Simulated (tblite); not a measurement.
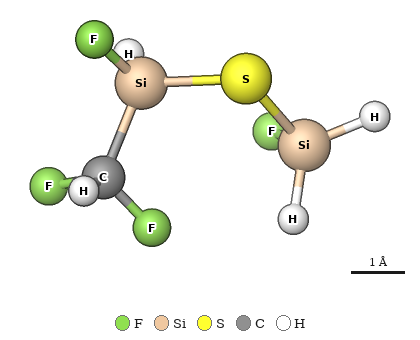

The input geometry (ball-and-stick view, seen at a tilt).

## Run report: CH₄F₄SSi₂, frequency calculation

The run: frequency calculation of CH₄F₄SSi₂, SMILES F[SiH2]S[Si@H](F)C(F)F. Method and program: GFN2-xTB harmonic vibrations, gas phase (tblite 0.8.0).

It belongs to a series of runs on one base structure; here: H on Si replaced by CHF2.

## What the program printed
```
mode    cm-1     km/mol
  1      20.4      0.56
  2      31.5      1.49
  3      62.7      2.96
  4     101.0      6.05
  5     120.3      6.63
  6     158.8      4.57
  7     183.5     33.88
  8     214.0     29.90
  9     257.3      3.45
 10     312.2     17.50
 11     473.1     77.98
 12     492.3     18.04
 13     513.5     63.99
 14     532.0     71.67
 15     549.1     16.31
 16     616.4    168.20
 17     639.8    270.56
 18     673.7     24.71
 19     701.8    165.14
 20     743.2    260.59
 21     830.5    188.89
 22     842.2    232.41
 23     999.5    140.65
 24    1081.0     63.91
 25    1232.0     20.77
 26    1263.2      1.67
 27    2421.3    184.15
 28    2432.2    151.93
 29    2435.3    117.58
 30    2886.2     23.26
```

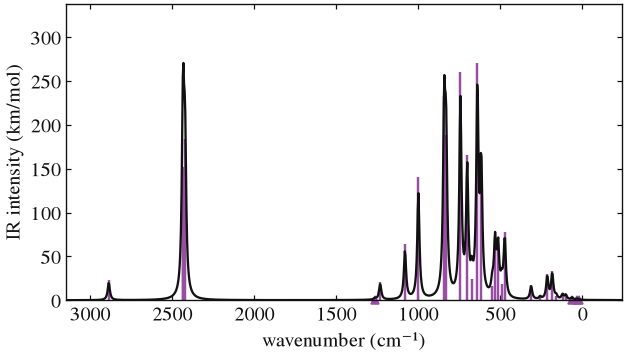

Harmonic infrared spectrum, unscaled: sticks (degenerate modes added up, dark ones marked on the axis) with a Lorentzian envelope of 16 cm⁻¹ full width, scaled to the tallest stick. 30 modes from 20 to 2886 cm⁻¹, none imaginary. The strongest line is at 640 cm⁻¹ (271 km/mol).

This output came from the following input.

## The input
```
{"job": {"kind": "ir", "xc": "GFN2-xTB", "basis": "xTB"}, "charge": 0, "multiplicity": 1}
F      1.958834    -1.264224     0.781956
Si     2.258553     0.159203     0.104204
S      0.912428     0.323437    -1.587322
Si    -0.881097    -0.559727    -0.884895
F     -1.956125    -0.361034    -2.057903
C     -1.637412     0.468807     0.568425
F     -0.680832     0.915300     1.434652
F     -2.475041    -0.302816     1.310293
H      1.980733     1.159844     1.106441
H      3.573520     0.075226    -0.488671
H     -0.841621    -1.965574    -0.559538
H     -2.210742     1.350871     0.246331
```

The first line tells a small driver script what to run in tblite; the rest is the geometry in Å.

Launched with:
```bash
OMP_NUM_THREADS=1 python <driver script> task.json out
```

## Key numbers

| quantity | value |
| --- | --- |
| outcome | converged |
| total energy | −816.0778 eV |
| zero-point energy | 34.0520 kcal/mol |
| hardware | 1 CPU thread, shared host |
| wall time | 1.9 s |
| peak memory | 0.18 GiB |
